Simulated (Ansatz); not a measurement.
## Screening in VBiO4 (Dreyerite)

Wanted: ε∞ of VBiO4 (Dreyerite) from perturbation theory, a sum over states and the RPA step of G0W0, with cost.

Main program and level: Ansatz 0.2.0; linear response on r2SCAN, plane waves, PAW.

**1. The structure**

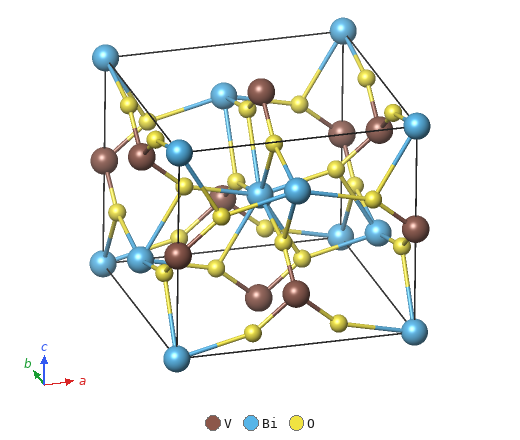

Start, viewed slightly off an axis; vanadium brown, bismuth blue, oxygen yellow. This picture shows the conventional cell, with its axes. Some periodic images of atoms are drawn too.

Geometry: measured cell, ions relaxed with r2SCAN. The runs that relaxed it are not among those shown. Spin-orbit coupling is left out unless a step names it.

**2. Response to a homogeneous field**

ε∞ sets how strongly the crystal screens. Perturbation theory gives it with local fields and without a sum over empty bands.

This step: dielectric response by perturbation theory, r2SCAN, plane waves, PAW; PAW set soft_1.

input.yaml

```yaml
crystal:
  lattice:
    - [-3.6515, 3.6515, 3.292]
    - [3.6515, -3.6515, 3.292]
    - [3.6515, 3.6515, -3.292]
  atoms:
    - { symbol: V, position: [0.5, 0.5, 0.0] }
    - { symbol: V, position: [0.25, 0.75, 0.5] }
    - { symbol: Bi, position: [0.75, 0.25, 0.5] }
    - { symbol: Bi, position: [0.0, 0.0, 0.0] }
    - { symbol: O, position: [0.152062534, 0.3328889632, 0.8191735708] }
    - { symbol: O, position: [0.0828889632, 0.7637153925, 0.6808264292] }
    - { symbol: O, position: [0.5137153925, 0.3328889632, 0.1808264292] }
    - { symbol: O, position: [0.0828889632, 0.402062534, 0.3191735708] }
    - { symbol: O, position: [0.597937466, 0.9171110368, 0.6808264292] }
    - { symbol: O, position: [0.6671110368, 0.847937466, 0.1808264292] }
    - { symbol: O, position: [0.2362846075, 0.9171110368, 0.3191735708] }
    - { symbol: O, position: [0.6671110368, 0.4862846075, 0.8191735708] }
kpoints:
  mp_grid: { grid: [4, 4, 4] }
hamiltonian:
  xc: r2scan
  pseudopotentials: { kind: paw, azcp: { folder: soft_1 } }
scf:
  occupations: { method: fixed }
dielectric: {}
```

Command:

```bash
ansatz run input.yaml --threads 3 --pin off --max-ram 92160MiB --backend cuda --events-out ev --progress --plain --runs-dir out --devices 1 --max-vram 13GiB
```

Numbers of over 12 decimals in the logs are rounded to 6 here.

The program printed:

```text
GPUs: using 1 of 1 available (devices: 1).
Engine: ansatz 0.2.0, x86_64-unknown-linux-gnu
Pseudopotentials: kind: paw
Pseudopotential: V, paw, valence charge 13, recommended cutoff 500 eV (meta_gga), soft_1/V.paw.azcp
Pseudopotential: Bi, paw, valence charge 15, recommended cutoff 500 eV (meta_gga), soft_1/Bi.paw.azcp
Pseudopotential: O, paw, valence charge 6, recommended cutoff 500 eV (meta_gga), soft_1/O.paw.azcp
Functional definition: r2SCAN
  parameter k0 = 0.174
  parameter k1 = 0.065
  parameter a1 = 4.9479
  exchange = r2scan_x(k0 = k0, k1 = k1, a1 = a1)
  correlation = r2scan_c
device memory: the entry about to start is reckoned to put 4.0 GiB on a device that reports 62.2 GiB free (of which the cap on the GPU budget leaves the run 13.0 GiB)
GPU FFT provider: cuFFT
GPU libraries: cuBLAS 13.8.2, cuFFT 12.4.0, cuSOLVER 12.3.4
Crystal: 12 atoms, lattice volume = 175.575 Å³
Basis set: ecut = 500 eV, 4449 PW (Γ), exchange–correlation on 192×192×192 points (64 copies of the dense FFT grid, shifted against one another)
Bands: 64, of which v1, the nominal top of the filled ones, is band 52 counted from 1 (51 counted from 0)
Symmetry: 16 space group operations
k-points: 24 of 64 (irreducible under 2 space group operations, time reversal used)
Non-local potential: V, projectors of the file, l = 0: 3, l = 1: 2, l = 2: 3, l = 3: 1
Non-local potential: Bi, projectors of the file, l = 0: 2, l = 1: 2, l = 2: 2, l = 3: 1
Non-local potential: O, projectors of the file, l = 0: 2, l = 1: 2, l = 2: 1
PAW form: soft (Blöchl's): semilocal exchange-correlation on the pseudo side does not see the compensation charge
PAW frozen core: V, regenerated for the run's functional (the file was generated under x = pbe(κ = 0.804, μ = 0.219515), c = pbe(β = 0.066725))
PAW frozen core: Bi, regenerated for the run's functional (the file was generated under x = pbe(κ = 0.804, μ = 0.219515), c = pbe(β = 0.066725))
PAW frozen core: O, regenerated for the run's functional (the file was generated under x = pbe(κ = 0.804, μ = 0.219515), c = pbe(β = 0.066725))
PAW one-centre angular grid: V, 590 points (default); XC on 160 Gauss nodes
PAW one-centre angular grid: Bi, 590 points (default); XC on 160 Gauss nodes
PAW one-centre angular grid: O, 302 points (default); XC on 160 Gauss nodes
Initial density: superposition of atomic densities (chi_scale 0.1, normalization cell, long waves kept (reshape's long-wave potential 0.01 eV rms))
Initial wavefunctions: pseudopotential atomic-orbital guess
GPU buffer pool allocated for 110592 grid points (all kernels)
GPU transforms: local potential: pruned to the plane-wave sphere, on 45×45×45; band sums: pruned to the plane-wave sphere, on 48×48×48
Functional: x = r2scan, c = r2scan; τ floored in thin density (d = 2e-4 eV/Å³)
SCF iter   1: F=—  HF=-35215.685121 eV  |F-HF|=—  |Δ(HF+E_count)|=         —  Δρ=6.67e-2  dr2=1.36e1  dr2_τ=9.56e-1  ethr=3.10e-3  ⟨swp⟩=4.0  Hψ=4776  notcnv=0  defer=192
preconditioner: auto → Resta (q_TF=auto, 2.500 Å⁻¹)  ε∞=4.4  [insulator: Δε(μ)=2.333 eV  Ē_g=14.202 eV  n_scr=46 (ndim 8)  ℏωp=26.3 eV  f_vac=0.026  ε∞_Penn≈4.4]
SCF iter   2: F=—  HF=-35214.111853 eV  |F-HF|=—  |Δ(HF+E_count)|=    1.57e0  Δρ=4.99e-2  dr2=4.20e0  dr2_τ=2.19e-1  ethr=3.10e-3  ⟨swp⟩=3.4  Hψ=2935  notcnv=0  defer=199
SCF iter   3: F=—  HF=-35214.323617 eV  |F-HF|=—  |Δ(HF+E_count)|=   2.12e-1  Δρ=4.64e-2  dr2=4.53e0  dr2_τ=3.41e-1  ethr=3.10e-3  ⟨swp⟩=2.2  Hψ=3069  notcnv=0  defer=187
SCF iter   4: F=—  HF=-35213.929614 eV  |F-HF|=—  |Δ(HF+E_count)|=   3.94e-1  Δρ=1.18e-2  dr2=1.52e-1  dr2_τ=1.22e-2  ethr=3.10e-3  ⟨swp⟩=2.0  Hψ=2005  notcnv=0  defer=166
SCF iter   5: F=—  HF=-35213.965166 eV  |F-HF|=—  |Δ(HF+E_count)|=   3.56e-2  Δρ=2.27e-3  dr2=5.94e-3  dr2_τ=6.91e-4  ethr=1.46e-4  ⟨swp⟩=2.0  Hψ=2469  notcnv=0  defer=182
SCF iter   6: F=—  HF=-35213.968420 eV  |F-HF|=—  |Δ(HF+E_count)|=   3.25e-3  Δρ=5.22e-4  dr2=5.52e-4  dr2_τ=2.65e-5  ethr=5.71e-6  ⟨swp⟩=2.0  Hψ=2049  notcnv=0  defer=240
SCF iter   7: F=—  HF=-35213.968687 eV  |F-HF|=—  |Δ(HF+E_count)|=   2.68e-4  Δρ=2.91e-4  dr2=2.01e-4  dr2_τ=6.75e-6  ethr=5.31e-7  ⟨swp⟩=2.4  Hψ=2279  notcnv=0  defer=240
SCF iter   8: F=—  HF=-35213.968458 eV  |F-HF|=—  |Δ(HF+E_count)|=   2.30e-4  Δρ=6.21e-5  dr2=9.75e-6  dr2_τ=9.78e-8  ethr=1.93e-7  ⟨swp⟩=2.0  Hψ=1701  notcnv=0  defer=159
SCF iter   9: F=—  HF=-35213.968993 eV  |F-HF|=—  |Δ(HF+E_count)|=   5.35e-4  Δρ=8.42e-6  dr2=2.25e-7  dr2_τ=5.83e-9  ethr=9.38e-9  ⟨swp⟩=2.0  Hψ=2029  notcnv=0  defer=159
SCF iter  10: F=—  HF=-35213.968993 eV  |F-HF|=—  |Δ(HF+E_count)|=   6.03e-8  Δρ=3.24e-6  dr2=2.70e-8  dr2_τ=7.14e-10  ethr=2.17e-10  ⟨swp⟩=2.0  Hψ=2397  notcnv=0  defer=159
SCF iter  11: F=—  HF=-35213.968993 eV  |F-HF|=—  |Δ(HF+E_count)|=   2.26e-9  Δρ=1.19e-6  dr2=2.21e-9  dr2_τ=1.68e-10  ethr=2.59e-11  ⟨swp⟩=2.0  Hψ=1937  notcnv=0  defer=159
SCF iter  12: F=—  HF=-35213.968993 eV  |F-HF|=—  |Δ(HF+E_count)|=  1.46e-11  Δρ=2.94e-7  dr2=1.16e-10  dr2_τ=1.23e-11  ethr=2.13e-12  ⟨swp⟩=2.0  Hψ=2170  notcnv=0  defer=159
SCF iter  13: F=-35213.968993 eV  HF=-35213.968993 eV  |F-HF|=0.00e0  |Δ(HF+E_count)|=  5.82e-11  Δρ=5.91e-8  dr2=3.71e-12  dr2_τ=5.40e-13  ethr=1.00e-12  ⟨swp⟩=9.8  Hψ=4934  notcnv=0
SCF 1 converged in 13 iterations: F = -35213.968993 eV  dr2 = 3.71e-12
  greatest PAW one-centre occupation: 1.000 electrons in one spin orbital (limit 2), on the V atom at site 1 (counted from 0), in its partial waves of l = 0
the response reads at least the filled bands of the reference SCF and the lowest empty band at each k-point, and that SCF's band table does not vouch for those bands. The notice of the band table in this run's record says why
device memory: the entry about to start is reckoned to put 0.8 GiB on a device that reports 60.3 GiB free (of which the cap on the GPU budget leaves the run 12.9 GiB)
NSCF: frozen V_eff on 1 k-points
device memory: the entry about to start is reckoned to put 0.1 GiB (of the 0.2 GiB reckoned in all, the device holds 0.1 GiB already) on a device that reports 60.0 GiB free (of which the cap on the GPU budget leaves the run 12.9 GiB)
device memory: the entry about to start is reckoned to put 8.3 GiB (of the 8.4 GiB reckoned in all, the device holds 0.1 GiB already) on a device that reports 59.0 GiB free (of which the cap on the GPU budget leaves the run 12.9 GiB)
DFPT response loops at Γ: preconditioner auto → Resta (q_TF=auto, 2.500 Å⁻¹)  ε∞=4.4 (no band partly filled); β = 1.00, the filter's whole step (`scf.mixing.beta` (0.50) is not read by the response loops at its default; to damp them type it under 1.00, their step now; it binds the ground state too); Broyden in place of MSR1
── the response to a field inside a basis, on 4×4×4 k-points: an SCF that follows is theirs, and a resumed run solves both again ──
device memory: the entry about to start is reckoned to put 1.3 GiB on a device that reports 70.7 GiB free (of which the cap on the GPU budget leaves the run 12.9 GiB)
GPU FFT provider: cuFFT
GPU libraries: cuBLAS 13.8.2, cuFFT 12.4.0, cuSOLVER 12.3.4
Bands: 53, of which v1, the nominal top of the filled ones, is band 52 counted from 1 (51 counted from 0)
k-points: 11 of 64
Initial density: handed on by an earlier stage of this run
Initial wavefunctions: pseudopotential atomic-orbital guess (no wavefunctions were taken with the density)
GPU buffer pool allocated for 110592 grid points (all kernels)
GPU transforms: band sums: pruned to the plane-wave sphere, on 48×48×48
Eigensolver: Dense (11 Hₖ)
SCF iter   1: F=—  HF=-35213.357539 eV  |F-HF|=—  |Δ(HF+E_count)|=         —  Δρ=5.78e-4  dr2=1.92e-4  dr2_τ=1.38e-4  ethr=1.00e-1
preconditioner: auto → Resta (q_TF=auto, 2.500 Å⁻¹)  ε∞=4.9  [insulator: Δε(μ)=3.078 eV  Ē_g=13.238 eV  n_scr=46 (ndim 8)  ℏωp=26.3 eV  f_vac=0.108  ε∞_Penn≈4.9]
SCF iter   2: F=—  HF=-35213.357733 eV  |F-HF|=—  |Δ(HF+E_count)|=   1.95e-4  Δρ=3.49e-4  dr2=1.04e-4  dr2_τ=2.32e-5  ethr=1.85e-7
SCF iter   3: F=—  HF=-35213.357812 eV  |F-HF|=—  |Δ(HF+E_count)|=   7.89e-5  Δρ=2.27e-4  dr2=9.76e-5  dr2_τ=6.99e-6  ethr=9.98e-8
SCF iter   4: F=—  HF=-35213.357814 eV  |F-HF|=—  |Δ(HF+E_count)|=   2.23e-6  Δρ=4.17e-5  dr2=3.59e-6  dr2_τ=2.61e-7  ethr=9.38e-8
SCF iter   5: F=—  HF=-35213.357814 eV  |F-HF|=—  |Δ(HF+E_count)|=   6.12e-8  Δρ=1.34e-5  dr2=3.54e-7  dr2_τ=2.56e-8  ethr=3.45e-9
SCF iter   6: F=-35213.357815 eV  HF=-35213.357815 eV  |F-HF|=1.69e-9  |Δ(HF+E_count)|=   5.02e-7  Δρ=2.43e-6  dr2=1.62e-8  dr2_τ=6.32e-10  ethr=3.40e-10
SCF 1 converged in 6 iterations: F = -35213.357815 eV  dr2 = 1.62e-8
device memory: the entry about to start is reckoned to put 0.1 GiB on a device that reports 75.9 GiB free (of which the cap on the GPU budget leaves the run 12.8 GiB)
device memory: the entry about to start is reckoned to put 6.1 GiB on a device that reports 74.4 GiB free (of which the cap on the GPU budget leaves the run 12.9 GiB)
DFPT response loops at Γ: mixed as the last ones told, above
SCF converged after 13 iterations
Free energy (F): -35213.968993 eV
Harris-Foulkes:  -35213.968993 eV  (|F-HF|=0.00e0)
Internal energy: -35213.968993 eV  (E = F + TS)
E sigma→0 (E₀):  -35213.968993 eV
Fermi energy:    5.924902 eV
--- Per-component energies (eV) ---
  E_band       = -981.739721
  E_kinetic    = 2434.356570
  E_local      = -8949.318426  (includes V_loc(G=0)·N_el)
  E_nonlocal   = 1387.753732
  E_hartree    = 3429.642215
  E_xc         = -1073.740868
  E_vxc        = -1427.814184  (∫ρ·V_xc dr)
  E_paw        = -24945.857665  (= ΣΔE_a)
  E_vpaw       = -1380.207439  (= ΣTr[D̂ρ^β])
  E_aug_tail   = 0.003532  (compensation charges beyond the density's cutoff)
  E_vtau       = 94.201954  (kinetic-family band-sum trace: ∫τ·v_τ [+ j·A + Jᵃ·Aᵃ] dr)
  E_ewald      = -7497.771717
  E_core_change = 0.963634  (= ΣΔE_core)
  E_smearing   = -0.000000  (= −TS)
  E_closure    = 0.000000  (closes the sum)
  Σ components = -35213.968993   (vs F -35213.968993, Δ=0.00e0)
--- Band table (eV; the first three rows and the last of 24) ---
  k-point 0: bands = [... 48 lower, 5.2536, 5.4228, 5.4228, 5.6508, 9.4642, 9.9996, 10.0344, 10.0460, ... 8 higher]
  k-point 1: bands = [... 48 lower, 5.3157, 5.3187, 5.5303, 5.5813, 9.4883, 9.8639, 9.9879, 10.0903, ... 8 higher]
  k-point 2: bands = [... 48 lower, 5.3326, 5.3326, 5.5606, 5.5606, 9.6392, 9.6392, 9.9456, 9.9456, ... 8 higher]
  k-point 23: bands = [... 48 lower, 5.1690, 5.1690, 5.3967, 5.3967, 9.8044, 9.8044, 9.9154, 9.9154, ... 8 higher]
--- Dielectric response (ions clamped): 3 representative field directions + reference, inside a basis on a mesh of 64 k-points (Σ response iterations 18) ---
  ε∞ (high-frequency dielectric tensor):
        4.855508     0.000000     0.000000
        0.000000     4.855508     0.000000
        0.000000     0.000000     6.307468
  Born effective charges Z* (e; rows j = field, columns β = displacement):
    site 0:
         3.50989   -0.00000    0.00000
        -0.00000    3.50989    0.00000
         0.00000    0.00000    5.71754
    site 1:
         3.50989   -0.00000    0.00000
        -0.00000    3.50989    0.00000
         0.00000    0.00000    5.71754
    site 2:
         5.49527    0.00000    0.00000
         0.00000    5.49527    0.00000
         0.00000    0.00000    6.22565
    site 3:
         5.49527    0.00000    0.00000
         0.00000    5.49527    0.00000
         0.00000    0.00000    6.22565
    site 4:
        -0.63890    0.00000    0.00000
         0.00000   -3.86368   -1.26699
        -0.00000   -1.80464   -2.98580
    site 5:
        -3.86368   -0.00000    1.26699
        -0.00000   -0.63890    0.00000
         1.80464    0.00000   -2.98580
    site 6:
        -0.63890   -0.00000    0.00000
         0.00000   -3.86368    1.26699
        -0.00000    1.80464   -2.98580
    site 7:
        -3.86368   -0.00000   -1.26699
        -0.00000   -0.63890    0.00000
        -1.80464    0.00000   -2.98580
    site 8:
        -0.63890   -0.00000    0.00000
        -0.00000   -3.86368   -1.26699
         0.00000   -1.80464   -2.98580
    site 9:
        -3.86368   -0.00000   -1.26699
        -0.00000   -0.63890    0.00000
        -1.80464    0.00000   -2.98580
    site 10:
        -0.63890   -0.00000    0.00000
        -0.00000   -3.86368    1.26699
         0.00000    1.80464   -2.98580
    site 11:
        -3.86368   -0.00000    1.26699
        -0.00000   -0.63890    0.00000
         1.80464    0.00000   -2.98580
  Z* charge neutrality: 1.996e-2 e pre-enforcement
  solved inside a basis spanned on kpoints, on 4×4×4 k-points, its susceptibility summed on 8×8×8: ε∞ is read to err by 3.5e-2, Z* by 3.7e-2 e (field_mesh: kpoints solves on kpoints); Z* is corrected for what the basis lacks
```

Wall time 84 s (1 × NVIDIA H100 80GB HBM3 (shared by 6 runs) with 3 threads of AMD EPYC 7R13 (Zen 3), shared host); peak memory 3.6 GiB; 2.1 min of CPU time.

The column dr2 measures how far the density is from self-consistency, as an energy; F and HF (Harris–Foulkes) agree once it is small.

Numbers from this step:

- stated error of ε∞: 0.035

One over ε∞ averages 0.19, somewhat under the quarter of exact exchange in PBE0.

High-frequency dielectric tensor:

```
4.86 0.00 0.00
0.00 4.86 0.00
0.00 0.00 6.31
```

Born effective charge (e), principal values of the symmetric part by kind of site:

```csv
atom,atoms with these values,low,middle,high,mean
V1,2,3.51,3.51,5.72,4.25
Bi3,2,5.50,5.50,6.23,5.74
O5,8,-5.02,-1.83,-0.64,-2.50
```

In full for O5:

```
-0.64  0.00  0.00
 0.00 -3.86 -1.27
 0.00 -1.80 -2.99
```

**3. Independent-particle spectrum**

The independent-particle spectrum shows where the oscillator strength lies, before excitons and local fields.

This step: independent-particle optics on r2SCAN, plane waves, PAW; PAW set soft_1.

Edit input.yaml of step 2 so:

```diff
@@ -19,3 +19,3 @@
 kpoints:
-  mp_grid: { grid: [4, 4, 4] }
+  mp_grid: { grid: [6, 6, 6] }
 hamiltonian:
@@ -25,2 +25,4 @@
   occupations: { method: fixed }
-dielectric: {}
+  n_extra_bands: 120
+output:
+  optics: { e_range: [0, 25], de: 0.1, sigma: 0.2 }
```

The program printed:

```text
[...]
GPUs: using 1 of 1 available (devices: 1).
[...]
GPU FFT provider: cuFFT
GPU libraries: cuBLAS 13.8.2, cuFFT 12.4.0, cuSOLVER 12.3.4
Crystal: 12 atoms, lattice volume = 175.575 Å³
Basis set: ecut = 500 eV, 4449 PW (Γ), exchange–correlation on 180×180×180 points (64 copies of the dense FFT grid, shifted against one another)
Bands: 172, of which v1, the nominal top of the filled ones, is band 52 counted from 1 (51 counted from 0)
Symmetry: 16 space group operations
[...]
k-points: 30 of 216
[...]
GPU buffer pool allocated for 91125 grid points (all kernels)
GPU transforms: local potential and band sums: pruned to the plane-wave sphere, on 45×45×45
[...]
SCF iter   1: F=—  HF=-35215.685844 eV  |F-HF|=—  |Δ(HF+E_count)|=         —  Δρ=6.67e-2  dr2=1.36e1  dr2_τ=9.54e-1  ethr=3.10e-3  ⟨swp⟩=4.0  Hψ=16989  notcnv=0  defer=3459
[...]
SCF iter  12: F=-35213.968857 eV  HF=-35213.968857 eV  |F-HF|=1.46e-11  |Δ(HF+E_count)|=  1.46e-11  Δρ=1.32e-8  dr2=1.76e-13  dr2_τ=2.14e-14  ethr=1.00e-12  ⟨swp⟩=13.0  Hψ=40472  notcnv=0
SCF 1 converged in 12 iterations: F = -35213.968857 eV  dr2 = 1.76e-13
[...]
Optics k sum: 0 of 30 k-points
Optics k sum: 2 of 30 k-points
[...]
Optics k sum: 30 of 30 k-points
[...]
SCF converged after 12 iterations
Free energy (F): -35213.968857 eV
[...]
Internal energy: -35213.968857 eV  (E = F + TS)
E sigma→0 (E₀):  -35213.968857 eV
Fermi energy:    6.063542 eV
[...]
--- Band table (eV; the first three rows and the last of 30) ---
  k-point 0: bands = [... 48 lower, 5.2536, 5.4228, 5.4228, 5.6508, 9.4642, 9.9996, 10.0344, 10.0460, ... 116 higher]
  k-point 1: bands = [... 48 lower, 5.2689, 5.3758, 5.5249, 5.5996, 9.4701, 9.9422, 10.0021, 10.0730, ... 116 higher]
  k-point 2: bands = [... 48 lower, 5.2863, 5.4121, 5.4477, 5.6068, 9.5249, 9.7814, 9.9696, 10.0103, ... 116 higher]
  k-point 29: bands = [... 48 lower, 5.1690, 5.1690, 5.3967, 5.3967, 9.8044, 9.8044, 9.9154, 9.9154, ... 116 higher]
```

Run time: 2.1 min. Hardware: 1 × NVIDIA H100 80GB HBM3 (shared by 6 runs) with 3 threads; peak memory 3.8 GiB.

This step gave:

- ε∞ without local fields (xx, yy, zz): 5.339, 5.339, 6.696
- electrons in the f-sum (xx, yy, zz): 81.56, 81.56, 82.53
- bands in the explicit sum (the static value is completed to all bands): 172

The sum gives ε∞ = 5.34 and 6.70 without local fields.

The ε₂ has structure finer than the step of the table below, so its rows give means over 2 eV, whole bins alone (the curve runs from 0 to 25 eV). Peaks (eV: height): xx=yy 4.0: 4.88, 6.0: 9.12, 15.7: 2.07; zz 3.2: 5.74, 4.4: 11.5, 5.9: 15.2.

Independent particles, no local fields, Gaussian width 0.2 eV. ε₂ against photon energy; means over each step:

```csv
photon energy (eV),xx=yy,zz
2,0.0104,0.215
4,3.17,5.95
6,7.40,9.48
8,4.75,4.84
10,1.45,1.55
12,1.07,0.833
14,1.38,1.19
16,1.73,1.31
18,1.01,1.000
20,0.813,0.822
22,0.734,0.747
24,0.485,0.517
```

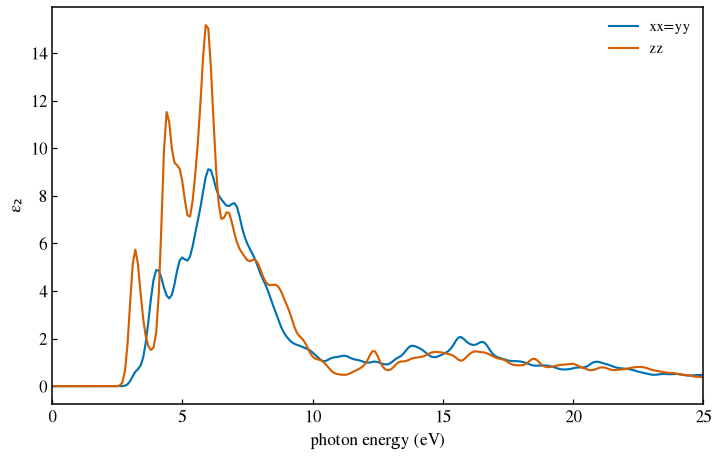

ε₂ against photon energy.

The loss function has structure finer than the step of the table below, so its rows give means over 1 eV, whole bins alone (the curve runs from 0 to 25 eV). Peaks (eV: height): xx=yy 10.4: 0.948, 14.4: 0.563, 19.4: 0.983, 22.5: 1.11; zz 11.3: 2.05, 12.7: 1.18, 17.6: 0.956, 23.4: 1.11.

Independent particles, no local fields, Gaussian width 0.2 eV. Table of loss function by photon energy; means over each step:

```csv
photon energy (eV),xx=yy,zz
2,0,0
3,0.00539,0.0278
4,0.0505,0.0284
5,0.0681,0.0768
6,0.0924,0.0785
7,0.136,0.151
8,0.190,0.189
9,0.354,0.205
10,0.697,0.330
11,0.760,1.23
12,0.704,0.793
13,0.461,0.803
14,0.465,0.544
15,0.440,0.599
16,0.476,0.610
17,0.731,0.761
18,0.908,0.833
19,0.944,0.891
20,0.783,0.905
21,0.773,0.916
22,1.03,0.840
23,0.962,1.03
24,0.763,1.07
```

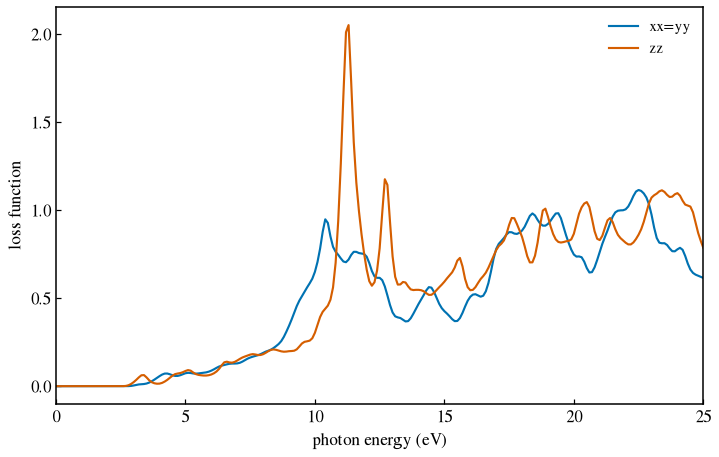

Loss function, plotted against photon energy.

(Part 1 of 2 ends here.)

[Paths, hosts, dates, memory and timing lines, banners, echoed tables and standing remarks are left out of the program output.]

[Logs are printed without paths, hosts, clocks, repeated set-up lines and the standing remarks that a program may print on its own settings, such as how far it seeks lower states.]

[Runs of the session that timed out or met a known fault of the program may be left out.]

[Cells called generated may have been cut or substituted from an entry of the Crystallography Open Database or the Materials Project.]

[Hosts, paths, dates, database ids (printed as entryN), source tags and the programs' standing remarks are cut or masked in the printed files.]
